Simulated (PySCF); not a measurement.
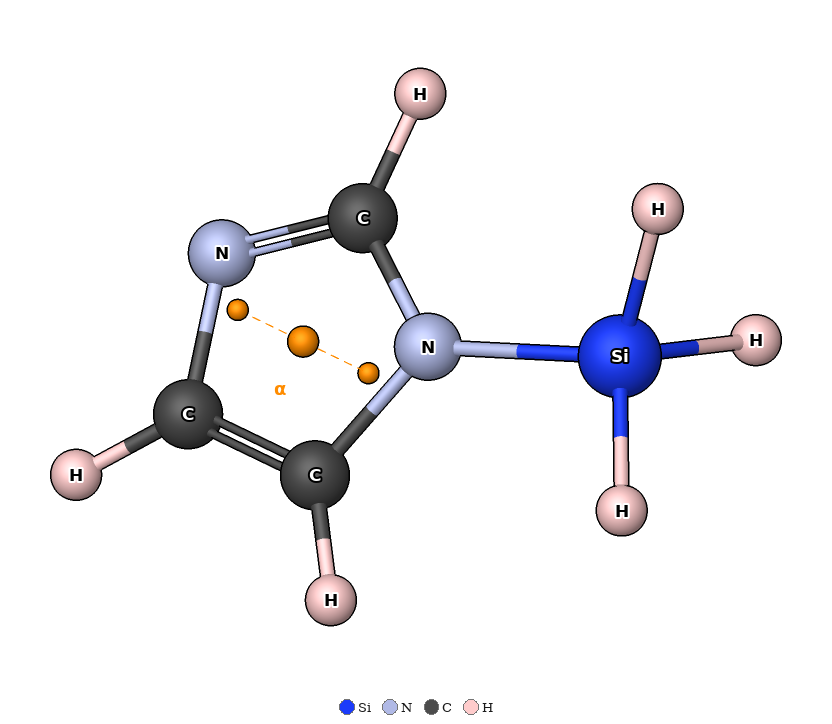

The small points mark where nucleus-independent chemical shifts (NICS) were computed: at the centre of each lettered ring and 1 Å above and below it. Geometry: a frame of a GFN2-xTB molecular-dynamics simulation, not a minimum. Method: GIAO PBE0/pcSseg-1 NMR shielding, non-relativistic, gas phase (PySCF 2.14.0).

Give NICS(0), NICS(1) and the out-of-plane component NICS(1)zz for each ring (means of the two sides).

```json
{"ring": "α", "members": "C3N2", "NICS(0)": "−12.4", "NICS(1)": "−11.4", "NICS(1)zz": "−31.3"}
```

Values in ppm.

### What do the values say about the ring currents?

Ring α: diatropic, as in an aromatic ring. NICS is one index among several.
